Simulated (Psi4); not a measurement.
# InH3Cl− ([InClH3]-) at MP2/def2-QZVPD (density fitting, core potential, density fitting for correlation, sweep point 6)

Aim: the vertical singlet–triplet gap of InH3Cl− ([InClH3]-) at MP2/def2-QZVPD (density fitting, core potential, density fitting for correlation, sweep point 6), from 2 runs. 

The calculation is run with Psi4 1.11.

**1. The molecule**

InH3Cl−: 5 atoms, total charge -1, spin state singlet. SMILES: `[H][In-]([H])([H])[Cl]`. The shape comes from GFN2-xTB, which is rough for such elements, and wasn't checked as a minimum.

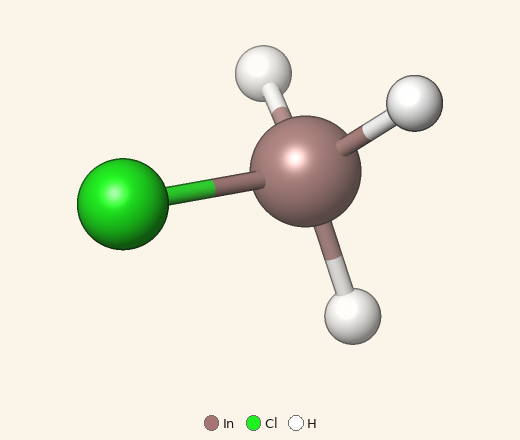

The structure, seen from a chosen angle (indium brown, chlorine green, hydrogen white).

**2. The energy at MP2/def2-QZVPD (density fitting, core potential, density fitting for correlation, sweep point 6)**

The input, clh3in.dat:

```
memory 1600 mb

molecule m {
  -1 1
  In    -0.002150     0.000620    -0.175700
  Cl     0.012800    -0.020350     2.163640
  H      1.620790     0.013380    -0.670930
  H     -0.818090     1.410990    -0.645940
  H     -0.813350    -1.404640    -0.671060
  units angstrom
  symmetry c1
}

set {
  basis def2-QZVPD
  reference rhf
  puream true
  scf_type df
  num_frozen_docc 9
}

energy('mp2')
```

Command:

```console
$ psi4 clh3in.dat clh3in.out -n 1
```

clh3in.out:

```text
[...]
    !!!  WARNING: ECP capability is in beta. Please check occupations closely.  !!!
[...]
  Running in c1 symmetry.
[...]
  Nuclear repulsion =  109.245162222774425
[...]
  Multiplicity = 1
[...]
  Nalpha       = 21
  Nbeta        = 21
[...]
    Number of basis functions: 266
[...]
   @DF-RHF iter   1:  -650.42032383401579   -1.21755e+00   1.96174e-03 ADIIS/DIIS
[...]
   @DF-RHF iter  11:  -650.54274535843660   -1.76215e-11   1.86502e-09 DIIS
[...]
    Orbital Energies [Eh]
    ---------------------
    Doubly Occupied:
       1A   -104.604156     2A    -10.331164     3A     -7.797978
       4A     -7.797223     5A     -7.797223     6A     -5.166780
       7A     -3.424756     8A     -3.421888     9A     -3.421873
      10A     -0.878571    11A     -0.816271    12A     -0.816219
      13A     -0.806335    14A     -0.806301    15A     -0.796314
      16A     -0.394863    17A     -0.267806    18A     -0.267731
      19A     -0.259990    20A     -0.201868    21A     -0.201476
[...]
  @DF-RHF Final Energy:  -650.54274535843660
   => Energetics <=
    Nuclear Repulsion Energy =            109.2451622227744252
    One-Electron Energy =               -1199.0222422615847790
    Two-Electron Energy =                 439.2343346803737063
    Total Energy =                       -650.5427453584366049
[...]
 Multipole Moments:
 ------------------------------------------------------------------------------------
     Multipole            Electronic (a.u.)      Nuclear  (a.u.)        Total (a.u.)
 ------------------------------------------------------------------------------------
 L = 1.  Multiply by 2.5417464519 to convert [e a0] to [Debye]
 Dipole X            :         -0.2164755            0.2095658           -0.0069097
 Dipole Y            :          0.2781951           -0.2774338            0.0007613
 Dipole Z            :        -32.1177927           31.6841329           -0.4336598
 Magnitude           :                                                    0.4337155
[...]
```

Wall time 7.8 s (1 thread of Intel Xeon Platinum 8375C at 2.90GHz (Ice Lake), shared host); peak memory 0.59 GiB.

**3. The triplet**

The input, clh3in.in:

```
memory 1600 mb

molecule molecule1 {
  -1 3
  In    -0.002150     0.000620    -0.175700
  Cl     0.012800    -0.020350     2.163640
  H      1.620790     0.013380    -0.670930
  H     -0.818090     1.410990    -0.645940
  H     -0.813350    -1.404640    -0.671060
  symmetry c1
}

set globals {
  reference       uhf
  puream          true
  scf_type        df
  num_frozen_docc 9
  maxiter         150
}

e, wfn = energy("mp2/def2-QZVPD", return_wfn=True)
print_variables()
```

Command:

```console
$ psi4 -i clh3in.in -o clh3in.out -n 1
```

clh3in.out:

```text
[...]
    !!!  WARNING: ECP capability is in beta. Please check occupations closely.  !!!
[...]
  Running in c1 symmetry.
[...]
  Nuclear repulsion =  109.245162222774425
[...]
  Multiplicity = 3
[...]
  Nalpha       = 22
  Nbeta        = 20
[...]
    Number of basis functions: 266
[...]
   @DF-UHF iter   1:  -650.12204317940143   -9.19271e-01   2.14054e-03 DIIS/ADIIS
[...]
   @DF-UHF iter  24:  -650.36256531572440   -6.93490e-11   5.56811e-09 DIIS
[...]
   @S^2 Observed:                2.013803815E+00
[...]
    Orbital Energies [Eh]
    ---------------------
    Alpha Occupied:
       1A   -104.682417     2A    -10.408767     3A     -7.876135
       4A     -7.875031     5A     -7.874429     6A     -5.293308
       7A     -3.556857     8A     -3.546406     9A     -3.543913
      10A     -0.975023    11A     -0.956422    12A     -0.939556
      13A     -0.932835    14A     -0.928819    15A     -0.901162
      16A     -0.580519    17A     -0.419423    18A     -0.346737
      19A     -0.345233    20A     -0.323715    21A     -0.294134
      22A      0.018156
    Alpha Virtual:
      23A      0.123100    24A      0.137218    25A      0.144170
[...]
  @DF-UHF Final Energy:  -650.36256531572440
   => Energetics <=
    Nuclear Repulsion Energy =            109.2451622227744252
    One-Electron Energy =               -1194.6748865639012820
    Two-Electron Energy =                 435.0671590254023613
    Total Energy =                       -650.3625653157243960
  UHF NO Occupations:
  HONO-2 :   20  A 1.9946678
  HONO-1 :   21  A 1.0000000
[...]
 Multipole Moments:
 ------------------------------------------------------------------------------------
     Multipole            Electronic (a.u.)      Nuclear  (a.u.)        Total (a.u.)
 ------------------------------------------------------------------------------------
 L = 1.  Multiply by 2.5417464519 to convert [e a0] to [Debye]
 Dipole X            :          0.8942213            0.2095658            1.1037870
 Dipole Y            :         -1.6151354           -0.2774338           -1.8925692
 Dipole Z            :        -29.1189033           31.6841329            2.5652296
 Magnitude           :                                                    3.3735096
[...]
```

Wall time 12 s (1 thread of Intel Xeon Platinum 8375C at 2.90GHz (Ice Lake), shared host); peak memory 0.6 GiB.

**4. Outcome**

Level: MP2/def2-QZVPD (density fitting, core potential, density fitting for correlation, sweep point 6), 9 core orbitals frozen.

| quantity | value |
| --- | --- |
| singlet: total energy | -651.27630 Eh |
| singlet: HOMO energy (Hartree–Fock orbitals) | -5.48 eV |
| singlet: LUMO energy (Hartree–Fock orbitals) | 3.77 eV |
| singlet: HOMO–LUMO gap (to an unbound level, set by the basis) | 9.25 eV |
| singlet: correlation energy (9 core orbitals frozen) | -733.6 mEh |
| triplet: total energy | -651.07241 Eh |
| triplet: HOMO energy (Hartree–Fock orbitals) (highest over α and β) | 0.49 eV |
| triplet: LUMO energy (Hartree–Fock orbitals) (lowest over α and β) | 0.49 eV |
| triplet: correlation energy (9 core orbitals frozen) | -709.8 mEh |
| triplet: ⟨S²⟩ of the reference determinant | 2.014 |
| vertical energy of the triplet above the singlet | 5.548 eV |

What this shows: At this shape the triplet lies 5.55 eV (535 kJ/mol) above the singlet. For an anion a state so high probably lies above electron detachment. The HOMO (triplet) lies at positive energy, 0.49 eV: the electron is unbound at this level or held by a compact basis; values depend on the basis.
